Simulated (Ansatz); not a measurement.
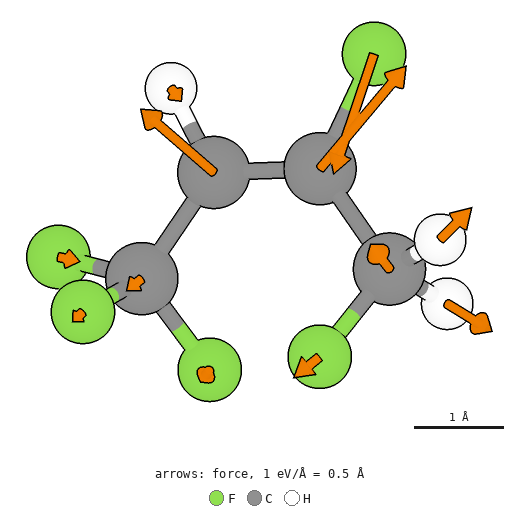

Starting geometry of C₄H₃F₅ (coarse preliminary run) with the computed forces as orange arrows. The picture is a ball-and-stick view, seen at a tilt.

The start comes from a force field.

The calculation used RKS PBE-D4/def2-SVP in Ansatz. (force threshold 0.03 eV/Å; at most 200 steps)

What follows when this structure is relaxed?

Answer. It isn't relaxed: the largest force vector, on a C atom, is 3.33 eV/Å. The final displacements follow the starting forces only in part (cosine between the two patterns 0.46). After 5 accepted moves (6 points after the start) the energy has fallen by 35.7 kJ/mol. Largest force component: 3.3 eV/Å at the start, 0.024 eV/Å at the end. The line search rejected the trial step at point 3 of the run. The largest move after the best rigid fit is that of an H atom, 0.16 Å. By element the largest moves are H 0.16 Å, F 0.12 Å, C 0.06 Å. Some distances before and after: C–F 1.448 → 1.346 Å, C–H 1.069 → 1.115 Å, C–C 1.310 → 1.344 Å, C–H 1.088 → 1.113 Å. Among the angles between lasting bonds that change: F–C–H 103.8° → 110.0°, C–C–F 114.8° → 111.2°, C–C–H 110.5° → 107.3°.
